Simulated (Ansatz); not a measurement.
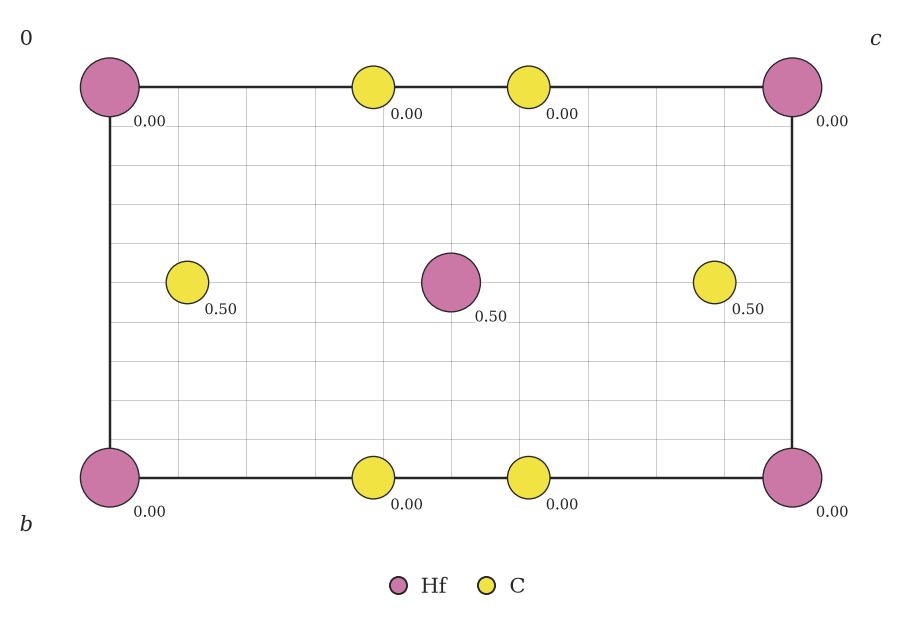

Plan of a unit cell projected along a (b down the page, c across); the numbers are heights as fractions of a, and atoms on the cell's edges are repeated. The grid marks tenths of b and c. Source: the end point of a relaxation at fixed volume with DFT PBEsol, scalar-relativistic, plane waves, PAW in Ansatz 0.2.0; the starting structure was generated, so it need not be a known form of this composition. The drawing is computed from the coordinates (standard cell, symmetry found to 0.002 Å).

a = 3.368 Å, b = 3.368 Å, c = 5.889 Å, α = 90.00°, β = 90.00°, γ = 90.00°.

### What does the cell contain?

2 Hf, 4 C: HfC2, Z = 2.

### Give the fractional coordinates of all atoms, to two places.

| atom | x | y | z |
| --- | --- | --- | --- |
| Hf | 0.00 | 0.00 | 0.00 |
| C | 0.00 | 0.00 | 0.39 |
| C | 0.50 | 0.50 | 0.11 |
| Hf | 0.50 | 0.50 | 0.50 |
| C | 0.50 | 0.50 | 0.89 |
| C | 0.00 | 0.00 | 0.61 |
